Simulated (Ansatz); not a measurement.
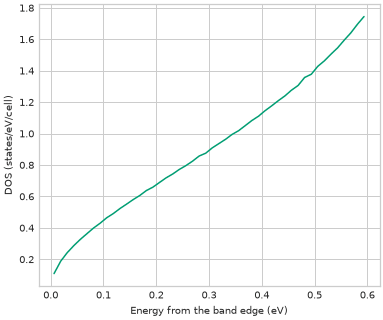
Fig. 1. Density of states of MgO (Fm-3m) below the valence band maximum, Ansatz (a first-principles code) with HSE06, rigid bands; cell volume 18.7 Å³.

What effective density of states at 300 K does this give (∫ g(E) exp(−E/k_BT) dE, both spins, divided by the cell's size)?

2.8e20 cm⁻³, a density-of-states mass of 4.9 mₑ, valleys and band degeneracy included.

Spin-orbit coupling is left out. Geometry: cell and atoms relaxed with PBEsol.
